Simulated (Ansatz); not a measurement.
# C2H6OSSi: small, medium and large basis sets

How large a basis does C2H6OSSi need? Two functionals are run in growing sets.

Program: Ansatz 0.2.0, Gaussian basis. Level of theory: one geometry, several basis sets. These are calculated values, not measurements.

The runs, in order: PBE0-D4/def2-SVP; ωB97M-V/def2-SVP; PBE0-D4/def2-QZVPP; ωB97M-V/def2-QZVPP; the functionals' def2-TZVPP values are taken from earlier runs.

### Step 1. Structure used throughout

The geometry comes from an earlier relaxation with PBE0-D4 in a triple-zeta def2 set; it is a stationary point, not always the lowest conformer.

SMILES `C=C(S)O[SiH3]`, 11 atoms, charge 0, spin multiplicity 1.

Atoms are counted from 1 here; the program's logs count them from 0.

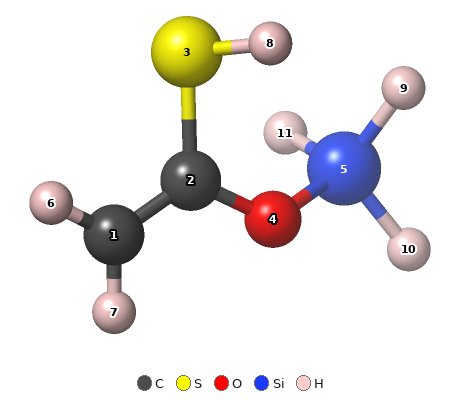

The geometry (carbon dark grey, sulfur yellow, oxygen red, silicon blue, hydrogen pink); atoms are numbered from 1 in the order of the file.

### Step 2. PBE0-D4 in def2-SVP

File in.yaml:

```yaml
crystal:
  periodic: [false, false, false]
  atoms:
    - {symbol: C, position_ang: [-0.809253, 1.790250, 0.775019]}
    - {symbol: C, position_ang: [-0.289880, 0.821368, 0.029964]}
    - {symbol: S, position_ang: [-0.816980, 0.579277, -1.643511]}
    - {symbol: O, position_ang: [0.605620, -0.058427, 0.525624]}
    - {symbol: Si, position_ang: [0.706346, -1.677775, 0.145825]}
    - {symbol: H, position_ang: [-1.464467, 2.527351, 0.336091]}
    - {symbol: H, position_ang: [-0.570490, 1.849869, 1.829350]}
    - {symbol: H, position_ang: [0.414860, 0.541673, -2.184421]}
    - {symbol: H, position_ang: [1.288675, -1.888336, -1.202156]}
    - {symbol: H, position_ang: [1.625518, -2.216274, 1.173559]}
    - {symbol: H, position_ang: [-0.624450, -2.325976, 0.235156]}
basis:
  gaussian: {orbitals: def2-SVP}
hamiltonian: {xc: pbe0, dispersion: d4}
output: {orbitals: {seedname: orbitals}}
```

Command:

```sh
$ ansatz run in.yaml --threads 4 --pin off --events-out ev --progress --plain --max-ram 10444MiB
```

The runs that follow: ωB97M-V in def2-SVP; PBE0-D4 in def2-QZVPP; ωB97M-V in def2-QZVPP.

**Question.** What will the summary of the whole plan be? Wanted: PBE0-D4: double and triple zeta above quadruple; ωB97M-V: double and triple zeta above quadruple.

The runs gave:

| quantity | value |
| --- | --- |
| PBE0-D4: double and triple zeta above quadruple | 12.32, 0.84 eV |
| ωB97M-V: double and triple zeta above quadruple | 12.43, 0.79 eV |

For PBE0-D4 the step from double to triple zeta gains 11.48 eV and the next only 0.84 eV. These are total energies; as a rule much of such shifts cancels in differences, which this series doesn't test. The LUMO of ωB97M-V is positive and keeps falling with the basis (2.25 to 1.27 eV): an unbound level that the basis holds in place.
